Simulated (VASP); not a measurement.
Band structure of SiO2 (space group I-42d). Method: PBEsol GGA, VASP's PBE PAW potentials (set 64) (plane waves; VASP 6.6.1).

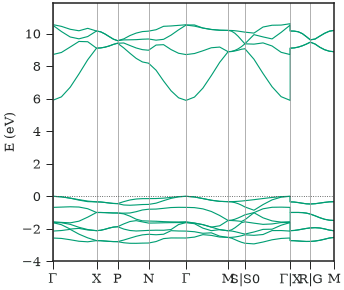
Figure: Bands along high-symmetry lines, zero at the valence-band maximum or, without a gap, the Fermi level

### Question
Read the plot: is there a gap, and where are the band edges?

### Answer
The gap is direct, 5.90 eV, from the valence maximum at Γ to the conduction minimum at Γ.

The structure comes from a computed database's SiO2 entry (I-42d); how it stands against other phases isn't given here. The cell was not relaxed at this level.
